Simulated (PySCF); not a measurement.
C5H6F2OSi (SMILES FC(F)OC1=CC=C[SiH2]1)

```yaml
atoms:
  - { symbol: F, position_ang: [3.7090, -0.1601, 0.1957] }
  - { symbol: C, position_ang: [2.5041, 0.2667, -0.2089] }
  - { symbol: F, position_ang: [2.5725, 1.6237, -0.2146] }
  - { symbol: O, position_ang: [1.5816, -0.1941, 0.6587] }
  - { symbol: C, position_ang: [0.2551, -0.1080, 0.2898] }
  - { symbol: C, position_ang: [-0.2584, 0.5254, -0.7723] }
  - { symbol: C, position_ang: [-1.7060, 0.4258, -0.8875] }
  - { symbol: C, position_ang: [-2.3541, -0.2686, 0.0584] }
  - { symbol: Si, position_ang: [-1.1225, -0.9328, 1.3190] }
  - { symbol: H, position_ang: [2.3476, -0.0568, -1.2564] }
  - { symbol: H, position_ang: [0.2961, 1.0926, -1.5053] }
  - { symbol: H, position_ang: [-2.1942, 0.9119, -1.7201] }
  - { symbol: H, position_ang: [-3.4247, -0.3814, 0.0471] }
  - { symbol: H, position_ang: [-1.2320, -0.3492, 2.6523] }
  - { symbol: H, position_ang: [-0.9785, -2.3870, 1.3222] }
```

Geometry: GFN2-xTB.

Method: CAM-B3LYP/def2-SVPD, SCF density, gas phase (PySCF).

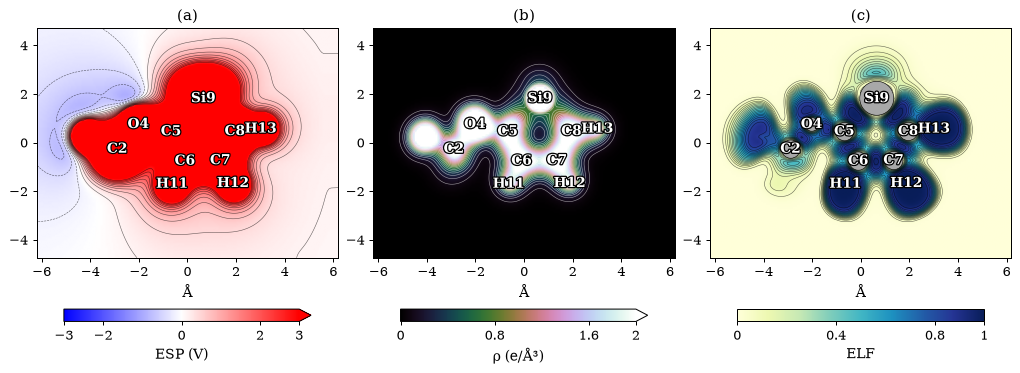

Figure 1. (a) molecular electrostatic potential; (b) electron density; (c) ELF on the plane of atoms C7, C8 and H13. Grey discs cover the atomic cores in the ELF map.

**Read the bonding off the picture.**

The plane passes through C, O, Si and H nuclei. C–C (1.34 Å): ρ at the midpoint is about 2.3 e/Å³; the ELF peaks at about 0.95 between the atoms: a multiple bond. C–O (1.35 Å): ρ is about 2.5 e/Å³ halfway, with its minimum of 2.1 e/Å³ about 0.5 Å from C; the ELF peaks at about 0.90 between the atoms: a shared but strongly polarised pair. C–Si (1.88 Å): the density is about 0.95 e/Å³ at the midpoint; the ELF peaks at about 0.95 between the atoms (localised, covalent bonding). C–H (1.08 Å): ρ at the midpoint is about 2 e/Å³; the ELF climbs to about 1 towards the hydrogen, as it does in any bond to H; a covalent bond by its length. C–C (1.46 Å): the density is about 1.9 e/Å³ at the midpoint; the ELF peaks at about 0.95 between the atoms, as expected for localised, covalent bonding. The ELF also peaks beside F1 and O4, away from the bonds: lone-pair regions. Outside the dense part of the molecule the potential is most negative (−0.9 V) near O4.

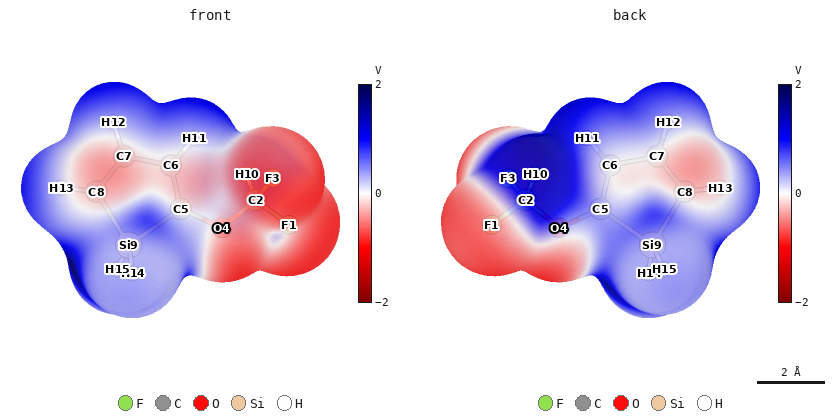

Figure 2. The electrostatic potential painted on the density surface at 0.002 e/bohr³, seen from the front and from behind; red is negative and blue positive.

**Which sites attract a positive test charge, and which a negative one?**

A positive charge is drawn to the negative regions and a negative charge to the positive ones. The most negative region (about −0.8 V) lies over F1, F3 and O4, the most positive (about +1.7 V) over Si9.
